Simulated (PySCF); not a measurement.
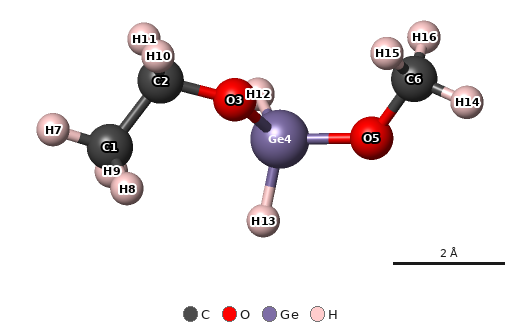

*The input geometry (ball-and-stick view, seen at a tilt; atoms are numbered from 1 in the order of the input). Sticks mark near contacts.*

Geometry relaxation, with input and output: C3H10GeO2

C3H10GeO2, SMILES CC[O][GeH2][O]C, computed with PBE0-D3(BJ)/def2-SVP geometry optimisation, gas phase (PySCF 2.14.0).

It belongs to a series of runs on one base structure; here: H on C replaced by CH3.

### Input
```
{"job": {"xc": "PBE0", "basis": "def2-SVP", "d3": "d3bj", "grid": 1, "shake": 0.01, "kind": "geom"}, "charge": 0, "multiplicity": 1}
C     -2.598420    -0.085130     0.563790
C     -1.604570     0.363570    -0.485710
O     -0.304460     0.421860     0.016740
Ge     0.718530    -0.876670     0.689980
O      2.244360    -0.182340     0.928620
C      2.992010     0.613310     0.027220
H     -3.611290    -0.022610     0.140670
H     -2.548600     0.605590     1.417040
H     -2.407820    -1.072010     0.905220
H     -1.825580     1.379080    -0.825090
H     -1.651250    -0.315820    -1.333080
H      0.694600    -2.037330    -0.282160
H      0.296220    -1.249300     2.086830
H      3.796790     1.061580     0.601860
H      2.379670     1.387320    -0.409730
H      3.410770     0.006540    -0.763980
```

The first line tells a small driver script what to run in PySCF; the rest is the geometry in Å.

Hardware: 1 CPU thread, shared host.

Run as:
```bash
OMP_NUM_THREADS=1 python <driver script> task.json out
```

### Log
```
step   0  E = -2346.76889780  max force = 0.040179
step   1  E = -2346.77482405  max force = 0.028983
step   2  E = -2346.77675486  max force = 0.011002
step   3  E = -2346.77721397  max force = 0.002194
step   4  E = -2346.77737130  max force = 0.003358
step   5  E = -2346.77766645  max force = 0.004872
step   6  E = -2346.77775723  max force = 0.001993
step   7  E = -2346.77783813  max force = 0.000482
step   8  E = -2346.77788026  max force = 0.000927
step   9  E = -2346.77793369  max force = 0.000756
step  10  E = -2346.77801497  max force = 0.000408
step  11  E = -2346.77802358  max force = 0.000351
optimisation converged
```

### Trajectory as extended XYZ (Å, eV, eV/Å), 12 frames, from step=0 to step=11
```
16
Properties=species:S:1:pos:R:3:forces:R:3 step=0 energy=-63858.83438
C    -2.5984   -0.0851    0.5638   -0.4273   1.8029  -0.6200
C    -1.6046    0.3636   -0.4857    0.4035  -0.2739   0.8236
O    -0.3045    0.4219    0.0167    0.7016   0.1500   0.2049
Ge    0.7185   -0.8767    0.6900   -2.0443  -0.1763  -0.3676
O     2.2444   -0.1823    0.9286    2.0661   1.0474   0.0797
C     2.9920    0.6133    0.0272   -0.5813  -0.7157   0.9221
H    -3.6113   -0.0226    0.1407   -0.1367  -0.1682   0.1086
H    -2.5486    0.6056    1.4170   -0.0298  -0.0523   0.1343
H    -2.4078   -1.0720    0.9052    0.2159  -1.3892   0.4196
H    -1.8256    1.3791   -0.8251   -0.2979   0.1967  -0.2361
H    -1.6513   -0.3158   -1.3331   -0.1057  -0.3086  -0.7128
H     0.6946   -2.0373   -0.2822    0.0723  -0.4314  -0.4315
H     0.2962   -1.2493    2.0868   -0.2274  -0.2070   0.4923
H     3.7968    1.0616    0.6019    0.4186   0.2781   0.1236
H     2.3797    1.3873   -0.4097   -0.4136   0.6315  -0.3295
H     3.4108    0.0065   -0.7640    0.3860  -0.3841  -0.6111
16
Properties=species:S:1:pos:R:3:forces:R:3 step=1 energy=-63858.99564
C    -2.5666   -0.0331    0.5525    0.0664  -0.2743   0.1692
C    -1.5173    0.3839   -0.4547   -0.0472   0.0184  -0.1754
O    -0.2278    0.4727    0.0882   -0.1337   0.1457   0.0246
Ge    0.6740   -0.8957    0.7508    1.2591   0.2517   0.2449
O     2.3352   -0.1816    1.0093   -1.4904  -0.8104   0.0934
C     2.9205    0.5802    0.0018    0.1982   0.1946  -0.1898
H    -3.5717   -0.0119    0.1079   -0.0407  -0.0202  -0.0361
H    -2.5578    0.6472    1.4158    0.0004   0.0151   0.0555
H    -2.3851   -1.0635    0.9276   -0.0753   0.2510  -0.0914
H    -1.7663    1.3882   -0.8427    0.0379  -0.0659  -0.0322
H    -1.5410   -0.3083   -1.3246    0.0390   0.0620   0.0498
H     0.6824   -2.0456   -0.2993    0.0213   0.1551   0.1241
H     0.1849   -1.3291    2.1510    0.1183   0.0715  -0.1733
H     3.7780    1.1085    0.4496    0.0333   0.0512  -0.0922
H     2.2345    1.3380   -0.4244    0.0424  -0.0811   0.0344
H     3.3094   -0.0432   -0.8290   -0.0291   0.0354  -0.0054
16
Properties=species:S:1:pos:R:3:forces:R:3 step=2 energy=-63859.04818
C    -2.5755   -0.0437    0.5426    0.0203  -0.0222   0.0237
C    -1.5115    0.3965   -0.4445    0.0178  -0.0314  -0.0568
O    -0.2319    0.4979    0.1217   -0.0695   0.0493   0.1055
Ge    0.6878   -0.8754    0.7688    0.5657   0.1801   0.0743
O     2.3211   -0.1931    1.0181   -0.5325  -0.2060  -0.0630
C     2.9121    0.5641   -0.0024    0.1014   0.0739  -0.1064
H    -3.5719   -0.0345    0.0750   -0.0025   0.0003  -0.0055
H    -2.5951    0.6284    1.4142    0.0047   0.0000  -0.0083
H    -2.3924   -1.0684    0.9106   -0.0045   0.0320  -0.0224
H    -1.7625    1.3974   -0.8351   -0.0027  -0.0059  -0.0127
H    -1.5032   -0.2865   -1.3189   -0.0128  -0.0095   0.0104
H     0.6969   -2.0064   -0.2833   -0.0221   0.0029  -0.0307
H     0.2266   -1.3191    2.1607   -0.0134   0.0064   0.0206
H     3.7859    1.0929    0.4133   -0.0254  -0.0340   0.0186
H     2.2246    1.3212   -0.4204   -0.0040  -0.0192   0.0270
H     3.2740   -0.0644   -0.8405   -0.0206  -0.0168   0.0259
16
Properties=species:S:1:pos:R:3:forces:R:3 step=3 energy=-63859.06067
C    -2.5831   -0.0627    0.5305   -0.0226   0.0474  -0.0137
C    -1.5086    0.4081   -0.4297    0.0508  -0.0261  -0.0352
O    -0.2443    0.5317    0.1669   -0.0588   0.0449   0.0946
Ge    0.6950   -0.8429    0.7893   -0.0676  -0.0686  -0.0216
O     2.3124   -0.1861    1.0151    0.0905   0.1128  -0.0255
C     2.9165    0.5511   -0.0166    0.0660  -0.0184  -0.0104
H    -3.5691   -0.0706    0.0403    0.0038   0.0040   0.0079
H    -2.6350    0.6014    1.4068   -0.0001  -0.0034  -0.0068
H    -2.3864   -1.0847    0.8913    0.0126  -0.0435   0.0128
H    -1.7728    1.4054   -0.8202   -0.0010   0.0071  -0.0091
H    -1.4679   -0.2684   -1.3077   -0.0010  -0.0224  -0.0049
H     0.6804   -1.9582   -0.2791   -0.0319  -0.0222  -0.0327
H     0.2478   -1.2979    2.1820   -0.0146  -0.0027   0.0216
H     3.8050    1.0579    0.3922   -0.0056  -0.0124   0.0053
H     2.2420    1.3194   -0.4319   -0.0111   0.0073   0.0091
H     3.2532   -0.0966   -0.8495   -0.0094  -0.0037   0.0088
16
Properties=species:S:1:pos:R:3:forces:R:3 step=4 energy=-63859.06495
C    -2.5933   -0.0791    0.5193   -0.0150   0.0338  -0.0153
C    -1.5076    0.4162   -0.4162    0.0421  -0.0218  -0.0450
O    -0.2580    0.5550    0.2069   -0.0394   0.0391   0.0984
Ge    0.6942   -0.8218    0.8069   -0.1508  -0.0902  -0.0616
O     2.3151   -0.1735    1.0113    0.1727   0.1358  -0.0089
C     2.9286    0.5451   -0.0293   -0.0034  -0.0609   0.0238
H    -3.5696   -0.0983    0.0104    0.0024   0.0024   0.0055
H    -2.6725    0.5770    1.3995    0.0010  -0.0025  -0.0020
H    -2.3870   -1.1012    0.8754    0.0098  -0.0297   0.0106
H    -1.7799    1.4119   -0.8053   -0.0016   0.0022  -0.0072
H    -1.4385   -0.2540   -1.2977   -0.0033  -0.0164  -0.0010
H     0.6538   -1.9284   -0.2726   -0.0196  -0.0092  -0.0099
H     0.2602   -1.2848    2.2019    0.0096   0.0043   0.0114
H     3.8287    1.0363    0.3717    0.0004  -0.0053   0.0066
H     2.2648    1.3227   -0.4442   -0.0025   0.0158  -0.0020
H     3.2460   -0.1164   -0.8583   -0.0023   0.0028  -0.0035
16
Properties=species:S:1:pos:R:3:forces:R:3 step=5 energy=-63859.07298
C    -2.6248   -0.1515    0.4512    0.0138  -0.0164  -0.0029
C    -1.4872    0.4576   -0.3460   -0.0256   0.0050  -0.0714
O    -0.3219    0.6436    0.4126    0.0134  -0.0324   0.0507
Ge    0.6894   -0.7394    0.8996   -0.2505  -0.0811  -0.1073
O     2.3270   -0.1137    0.9981    0.2471   0.0720   0.0322
C     2.9484    0.5187   -0.0927   -0.1538  -0.1049   0.1221
H    -3.5441   -0.2063   -0.1520   -0.0016  -0.0025  -0.0030
H    -2.8329    0.4524    1.3472    0.0053   0.0031   0.0109
H    -2.3823   -1.1768    0.7803   -0.0045   0.0282  -0.0001
H    -1.7872    1.4509   -0.7225    0.0050  -0.0081   0.0011
H    -1.2843   -0.1678   -1.2411   -0.0101   0.0127   0.0163
H     0.5366   -1.8092   -0.2132    0.0341   0.0291   0.0429
H     0.3489   -1.2365    2.3096    0.0556   0.0283  -0.0073
H     3.8981    0.9476    0.2593    0.0324   0.0273  -0.0192
H     2.3263    1.3322   -0.5040    0.0225   0.0255  -0.0258
H     3.1751   -0.1951   -0.9065    0.0168   0.0142  -0.0391
16
Properties=species:S:1:pos:R:3:forces:R:3 step=6 energy=-63859.07545
C    -2.6263   -0.1394    0.4569    0.0050  -0.0143   0.0027
C    -1.4894    0.4496   -0.3557   -0.0114   0.0093  -0.0432
O    -0.3159    0.6276    0.3930    0.0073  -0.0281   0.0403
Ge    0.6909   -0.7545    0.8896   -0.1025  -0.0222  -0.0667
O     2.3316   -0.1238    1.0015    0.1016   0.0292   0.0207
C     2.9448    0.5231   -0.0834   -0.0869  -0.0526   0.0628
H    -3.5521   -0.1883   -0.1368   -0.0019  -0.0025  -0.0019
H    -2.8178    0.4744    1.3500    0.0028   0.0006   0.0044
H    -2.3926   -1.1643    0.7928   -0.0031   0.0185  -0.0011
H    -1.7810    1.4439   -0.7357    0.0077  -0.0058  -0.0022
H    -1.3021   -0.1836   -1.2482    0.0003   0.0041   0.0112
H     0.5552   -1.8288   -0.2183    0.0177   0.0163   0.0215
H     0.3514   -1.2464    2.3011    0.0307   0.0195  -0.0045
H     3.8943    0.9555    0.2672    0.0155   0.0098  -0.0089
H     2.3194    1.3392   -0.4856    0.0106   0.0126  -0.0134
H     3.1745   -0.1776   -0.9084    0.0065   0.0056  -0.0217
16
Properties=species:S:1:pos:R:3:forces:R:3 step=7 energy=-63859.07766
C    -2.6317   -0.1376    0.4438    0.0010  -0.0024   0.0026
C    -1.4805    0.4478   -0.3507   -0.0051   0.0127  -0.0115
O    -0.3201    0.6202    0.4207   -0.0002  -0.0235   0.0188
Ge    0.6945   -0.7600    0.9025    0.0248   0.0176  -0.0062
O     2.3394   -0.1264    1.0052   -0.0159  -0.0148   0.0151
C     2.9318    0.5244   -0.0859   -0.0055   0.0143  -0.0085
H    -3.5493   -0.1836   -0.1630   -0.0001  -0.0007  -0.0017
H    -2.8331    0.4766    1.3345   -0.0005   0.0005  -0.0019
H    -2.4057   -1.1625    0.7835    0.0004   0.0052  -0.0016
H    -1.7609    1.4439   -0.7339    0.0034  -0.0022  -0.0041
H    -1.2796   -0.1846   -1.2401    0.0014  -0.0039   0.0021
H     0.5585   -1.8307   -0.2058    0.0030  -0.0003  -0.0006
H     0.3822   -1.2520    2.3191   -0.0032   0.0068   0.0009
H     3.8948    0.9454    0.2434    0.0000  -0.0055  -0.0014
H     2.3083    1.3527   -0.4669   -0.0010  -0.0019   0.0010
H     3.1365   -0.1668   -0.9264   -0.0024  -0.0018  -0.0031
16
Properties=species:S:1:pos:R:3:forces:R:3 step=8 energy=-63859.07880
C    -2.6354   -0.1377    0.4288   -0.0002   0.0029   0.0029
C    -1.4692    0.4477   -0.3432    0.0035   0.0111   0.0020
O    -0.3235    0.6151    0.4518   -0.0121  -0.0175   0.0051
Ge    0.6993   -0.7629    0.9197    0.0477   0.0207   0.0093
O     2.3451   -0.1274    1.0077   -0.0343  -0.0215   0.0109
C     2.9192    0.5258   -0.0910    0.0194   0.0324  -0.0321
H    -3.5423   -0.1812   -0.1939    0.0007   0.0004  -0.0016
H    -2.8510    0.4747    1.3174   -0.0020   0.0007  -0.0037
H    -2.4160   -1.1633    0.7702    0.0011  -0.0014  -0.0004
H    -1.7401    1.4454   -0.7290    0.0025   0.0007  -0.0039
H    -1.2526   -0.1828   -1.2301    0.0013  -0.0048  -0.0011
H     0.5575   -1.8293   -0.1914   -0.0020  -0.0069  -0.0036
H     0.4053   -1.2566    2.3391   -0.0129   0.0019   0.0018
H     3.8945    0.9342    0.2181   -0.0046  -0.0090   0.0032
H     2.2967    1.3643   -0.4515   -0.0036  -0.0064   0.0062
H     3.0974   -0.1594   -0.9428   -0.0045  -0.0033   0.0051
16
Properties=species:S:1:pos:R:3:forces:R:3 step=9 energy=-63859.08026
C    -2.6401   -0.1366    0.4048   -0.0007   0.0047   0.0010
C    -1.4510    0.4475   -0.3319    0.0118   0.0079   0.0093
O    -0.3285    0.6058    0.4977   -0.0171  -0.0124  -0.0002
Ge    0.7072   -0.7684    0.9464    0.0389   0.0167   0.0108
O     2.3529   -0.1294    1.0108   -0.0284  -0.0192   0.0028
C     2.9010    0.5287   -0.0984    0.0249   0.0304  -0.0317
H    -3.5297   -0.1747   -0.2429    0.0005   0.0012  -0.0018
H    -2.8778    0.4732    1.2895   -0.0023   0.0014  -0.0041
H    -2.4326   -1.1638    0.7482    0.0011  -0.0036   0.0003
H    -1.7062    1.4479   -0.7211   -0.0002   0.0020  -0.0037
H    -1.2114   -0.1805   -1.2146   -0.0009  -0.0032  -0.0031
H     0.5547   -1.8301   -0.1677   -0.0037  -0.0089  -0.0007
H     0.4345   -1.2638    2.3690   -0.0130  -0.0010   0.0019
H     3.8928    0.9172    0.1824   -0.0047  -0.0067   0.0044
H     2.2802    1.3814   -0.4273   -0.0027  -0.0065   0.0064
H     3.0393   -0.1475   -0.9650   -0.0035  -0.0027   0.0084
16
Properties=species:S:1:pos:R:3:forces:R:3 step=10 energy=-63859.08247
C    -2.6481   -0.1330    0.3566   -0.0003   0.0008   0.0014
C    -1.4174    0.4486   -0.3092    0.0159   0.0059   0.0062
O    -0.3411    0.5853    0.5836   -0.0210  -0.0169   0.0058
Ge    0.7207   -0.7795    0.9968    0.0116   0.0144   0.0048
O     2.3647   -0.1324    1.0147   -0.0047  -0.0128  -0.0153
C     2.8688    0.5327   -0.1120    0.0123   0.0108  -0.0065
H    -3.5024   -0.1570   -0.3376    0.0010   0.0021  -0.0026
H    -2.9273    0.4697    1.2339   -0.0027   0.0018  -0.0030
H    -2.4650   -1.1649    0.6992   -0.0008  -0.0003   0.0000
H    -1.6422    1.4558   -0.7001   -0.0013   0.0025  -0.0035
H    -1.1364   -0.1719   -1.1850   -0.0013   0.0017  -0.0030
H     0.5462   -1.8362   -0.1191   -0.0010  -0.0067   0.0042
H     0.4867   -1.2766    2.4252   -0.0060   0.0003   0.0002
H     3.8861    0.8861    0.1188   -0.0019  -0.0001   0.0031
H     2.2547    1.4087   -0.3876    0.0003  -0.0021   0.0020
H     2.9369   -0.1286   -0.9983   -0.0001  -0.0015   0.0063
16
Properties=species:S:1:pos:R:3:forces:R:3 step=11 energy=-63859.08270
C    -2.6498   -0.1316    0.3520    0.0020  -0.0006   0.0021
C    -1.4158    0.4504   -0.3075    0.0132   0.0076  -0.0038
O    -0.3421    0.5836    0.5887   -0.0180  -0.0166   0.0122
Ge    0.7208   -0.7809    1.0003    0.0095   0.0133  -0.0018
O     2.3654   -0.1348    1.0141   -0.0052  -0.0104  -0.0116
C     2.8695    0.5312   -0.1124    0.0034   0.0033   0.0019
H    -3.5010   -0.1525   -0.3460    0.0008   0.0014  -0.0022
H    -2.9322    0.4693    1.2296   -0.0017   0.0016  -0.0019
H    -2.4695   -1.1647    0.6927   -0.0003   0.0015  -0.0003
H    -1.6386    1.4589   -0.6963    0.0007   0.0011  -0.0021
H    -1.1327   -0.1676   -1.1844   -0.0018   0.0004  -0.0014
H     0.5441   -1.8394   -0.1135   -0.0011  -0.0038   0.0034
H     0.4877   -1.2768    2.4293   -0.0012   0.0031  -0.0001
H     3.8866    0.8845    0.1189   -0.0010   0.0001   0.0026
H     2.2551    1.4072   -0.3873   -0.0002  -0.0011   0.0007
H     2.9376   -0.1300   -0.9986    0.0010  -0.0010   0.0024
```

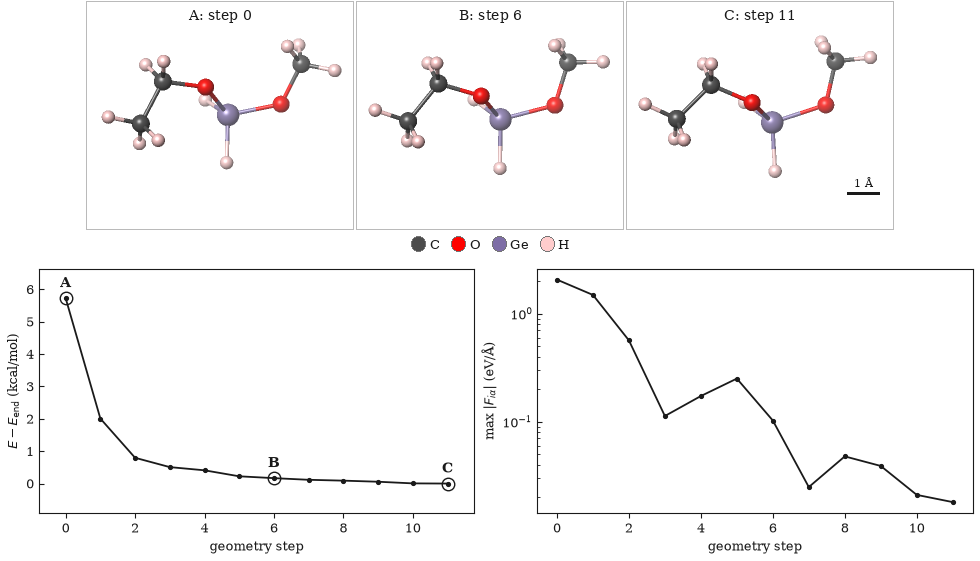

*Frames of the relaxation (ball-and-stick view, seen at a tilt) above the curves, on which the letters mark them (steps are counted from 0).*

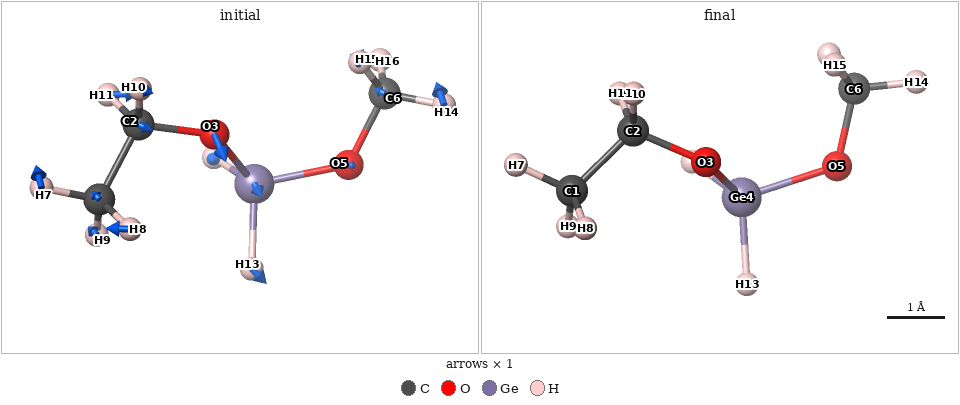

*Before (left) and after (right) the relaxation, at one scale (ball-and-stick view, seen at a tilt). The blue arrows give the displacements, at true length.*

Over 11 geometry steps the energy falls by 5.73 kcal/mol. The largest force component goes from 2.1 to 0.018 eV/Å. The atom that moves furthest after the best rigid fit is O3 (0.60 Å). Largest moves by element: O 0.60 Å, H 0.56 Å, Ge 0.30 Å, C 0.28 Å. Among the contacts that change: Ge4–O5 1.693 → 1.767 Å, C1–H9 1.062 → 1.103 Å, Ge4–H12 1.514 → 1.547 Å, C6–H16 1.081 → 1.108 Å. Among the angles that change: Ge4–O5–C6 128.1° → 120.1°, C2–O3–Ge4 129.8° → 122.1°, O5–Ge4–H12 114.8° → 111.2°. (Atoms are counted from 1 in the order of the input.)

### Results in brief

| quantity | value |
| --- | --- |
| outcome | converged |
| total energy | −2346.778024 hartree |
| dipole moment | 1.99 D |
| point group | C1 |
| wall time | 4.9 min |
| peak memory | 0.61 GiB |
